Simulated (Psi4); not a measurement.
# SiH2O2 (SMILES O[Si]O) at MN15/def2-TZVPP (sweep point 4)

What is the energy change on altering one bond length of SiH2O2 at MN15/def2-TZVPP (sweep point 4)? 

The calculation is run with Psi4 1.11.

### 1 The molecule

SiH2O2: 5 atoms, total charge 0, spin state singlet. As SMILES, `O[Si]O`. Geometry: relaxed at PBE0-D4/def2-TZVP. This is one conformer, not always the lowest.

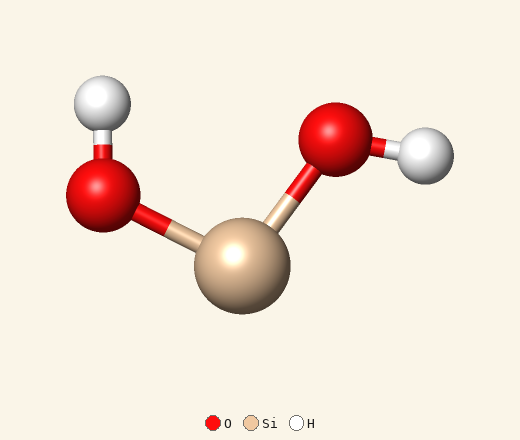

The structure, seen from a chosen angle (oxygen red, silicon light orange, hydrogen white).

### 2 A single-point energy at MN15/def2-TZVPP (sweep point 4)

File job.inp:

```
memory 1600 MB

molecule {
  0 1
  O     -2.72725274    -0.19955508    -0.51967468
  Si    -0.40062194    -1.49534028     1.07279752
  O      1.95775627     0.35432365     0.12963521
  H     -2.32795361     1.22624328    -1.58000001
  H      3.59255834    -0.02475541     0.81900730
  units au
  symmetry c1
}

set globals {
  puream true
  scf_type pk
  dft_radial_points 99
  dft_spherical_points 590
}

E, wfn = energy("mn15/def2-TZVPP", return_wfn=True)
print_variables()
```

Launch:

```bash
psi4 job.inp job.out -n 1
```

job.out, cut to the lines that bear on the results:

```text
[...]
  Running in c1 symmetry.
[...]
  Nuclear repulsion =  103.646253707904961
[...]
  Multiplicity = 1
[...]
  Nalpha       = 16
  Nbeta        = 16
[...]
    Number of basis functions: 132
[...]
   @RKS iter   1:  -440.71596234305156   -3.97789e-01   7.47704e-03 DIIS/ADIIS
[...]
   @RKS iter   8:  -441.04016977928580   -6.46126e-08   5.39504e-07 DIIS
[...]
    Orbital Energies [Eh]
    ---------------------
    Doubly Occupied:
       1A    -65.277070     2A    -18.831155     3A    -18.825271
       4A     -5.167435     5A     -3.693502     6A     -3.689095
       7A     -3.684037     8A     -1.068107     9A     -1.039681
      10A     -0.609876    11A     -0.571606    12A     -0.454532
      13A     -0.429125    14A     -0.419343    15A     -0.385892
      16A     -0.281002
[...]
  @RKS Final Energy:  -441.04016977928580
   => Energetics <=
    Nuclear Repulsion Energy =            103.6462537079049611
    One-Electron Energy =                -816.3529795513697991
    Two-Electron Energy =                 293.7986256285277022
    DFT Exchange-Correlation Energy =     -22.1320695643486864
    Empirical Dispersion Energy =           0.0000000000000000
    VV10 Nonlocal Energy =                  0.0000000000000000
    Total Energy =                       -441.0401697792858045
[...]
 Multipole Moments:
 ------------------------------------------------------------------------------------
     Multipole            Electronic (a.u.)      Nuclear  (a.u.)        Total (a.u.)
 ------------------------------------------------------------------------------------
 L = 1.  Multiply by 2.5417464519 to convert [e a0] to [Debye]
 Dipole X            :         -0.3185748            0.9827718            0.6641970
 Dipole Y            :         -0.9440182            1.2000747            0.2560566
 Dipole Z            :          0.6887417           -0.7406014           -0.0518598
 Magnitude           :                                                    0.7137310
[...]
```

Run time: 35 s. Hardware: 1 thread of Intel Xeon Platinum 8488C (Sapphire Rapids), shared host; peak memory 0.91 GiB.

### 3 The distorted shape at the same level

File input.in:

```
memory 1600 mb

molecule system {
  0 1
  O     -4.61394775    -1.67928055     0.23485327
  Si    -2.28731694    -2.97506576     1.82732548
  O      1.95775627     0.35432365     0.12963521
  H     -4.21464862    -0.25348219    -0.82547206
  H      3.59255834    -0.02475541     0.81900730
  units bohr
  symmetry c1
}

set reference rks
set puream true
set scf_type pk
set dft_radial_points 99
set dft_spherical_points 590

e_tot, wfn = energy("mn15/def2-TZVPP", return_wfn=True)
print_variables()
```

Launch:

```bash
psi4 input.in input.out -n 1
```

input.out, cut to the lines that bear on the results:

```text
[...]
  Running in c1 symmetry.
[...]
  Nuclear repulsion =   81.744639899192151
[...]
  Multiplicity = 1
[...]
  Nalpha       = 16
  Nbeta        = 16
[...]
    Number of basis functions: 132
[...]
   @RKS iter   1:  -440.38120767186092   -5.54048e-01   8.56105e-03 DIIS/ADIIS
[...]
   @RKS iter  12:  -440.87599002951760   -2.93583e-08   2.02284e-07 DIIS
[...]
    Orbital Energies [Eh]
    ---------------------
    Doubly Occupied:
       1A    -65.380460     2A    -18.898544     3A    -18.714698
       4A     -5.265706     5A     -3.790663     6A     -3.788424
       7A     -3.781838     8A     -1.118491     9A     -0.886244
      10A     -0.659678    11A     -0.516450    12A     -0.471435
      13A     -0.409120    14A     -0.381221    15A     -0.250320
      16A     -0.245604
[...]
  @RKS Final Energy:  -440.87599002951760
   => Energetics <=
    Nuclear Repulsion Energy =             81.7446398991921512
    One-Electron Energy =                -772.0415763139664023
    Two-Electron Energy =                 271.4480652246786008
    DFT Exchange-Correlation Energy =     -22.0271188394219841
    Empirical Dispersion Energy =           0.0000000000000000
    VV10 Nonlocal Energy =                  0.0000000000000000
    Total Energy =                       -440.8759900295175953
[...]
 Multipole Moments:
 ------------------------------------------------------------------------------------
     Multipole            Electronic (a.u.)      Nuclear  (a.u.)        Total (a.u.)
 ------------------------------------------------------------------------------------
 L = 1.  Multiply by 2.5417464519 to convert [e a0] to [Debye]
 Dipole X            :         -2.8711561            1.4014321           -1.4697240
 Dipole Y            :         -2.7054405            1.5284279           -1.1770126
 Dipole Z            :          1.5150758           -0.9080323            0.6070435
 Magnitude           :                                                    1.9783703
[...]
```

Wall time 43 s (1 thread of Intel Xeon Platinum 8488C (Sapphire Rapids), shared host); peak memory 0.91 GiB.

### 4 Results

Level: MN15/def2-TZVPP (sweep point 4).

| quantity | value |
| --- | --- |
| first shape: total energy | -441.04017 Eh |
| first shape: dipole moment | 1.81 D |
| first shape: HOMO energy | -7.65 eV |
| first shape: LUMO energy | -0.54 eV |
| first shape: HOMO–LUMO gap | 7.11 eV |
| distorted shape: total energy | -440.87599 Eh |
| distorted shape: dipole moment | 5.03 D |
| distorted shape: HOMO energy | -6.68 eV |
| distorted shape: LUMO energy | -2.72 eV |
| distorted shape: HOMO–LUMO gap | 3.96 eV |
| energy change with the Si2–O3 bond stretched from 1.663 to 2.993 Å | 4.468 eV |

**Reading.** One bond (distorted shape) is far stretched, which a spin-restricted single reference describes badly; a broken-symmetry solution may lie lower. With the Si2–O3 bond stretched from 1.663 to 2.993 Å the energy rises by 4.47 eV (431 kJ/mol). The first shape isn't relaxed at this level, so the change isn't measured from a minimum. A restricted reference can't describe the breaking bond well at this length.
